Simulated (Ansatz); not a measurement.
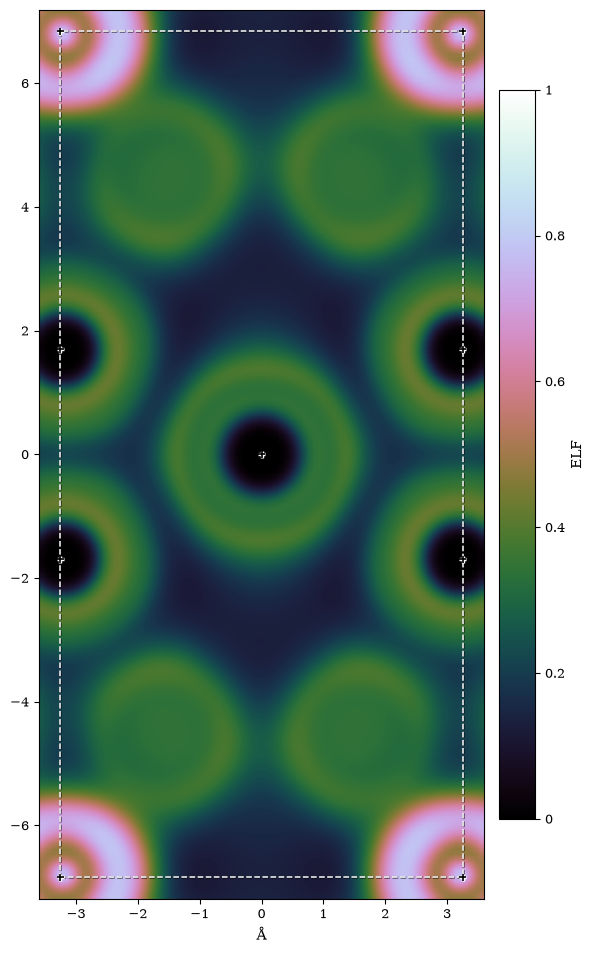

The ELF on a plane through atoms (crosses mark nuclei in the plane).

All numbers below come from Ansatz, DFT PBE, scalar-relativistic, plane waves, PAW.

Candidates:
A. H6PtC2, a = 5.87 Å, b = 5.87 Å, c = 5.87 Å, α = 90.00°, β = 90.00°, γ = 90.00°. Space group Fm-3m; a structure generated by program, which may or may not match a known phase.
B. CoW2, a = 8.55 Å, b = 4.58 Å, c = 4.41 Å, α = 90.00°, β = 90.00°, γ = 90.00°. Space group Cmcm; a structure generated by program, which may or may not match a known phase; computed without spin polarisation.
C. SiSn3Pb2, a = 6.50 Å, b = 6.50 Å, c = 13.68 Å, α = 90.00°, β = 90.00°, γ = 120.00°. Space group R-3m; a structure generated by program, which may or may not match a known phase.

**Which system is this?**

Candidate C: SiSn3Pb2 on the (100) plane of the conventional cell, which holds Si, Sn and Pb. Pb–Pb (3.39 Å): the ELF is about 0.20 at the midpoint (no shared electron pair shows on this line).
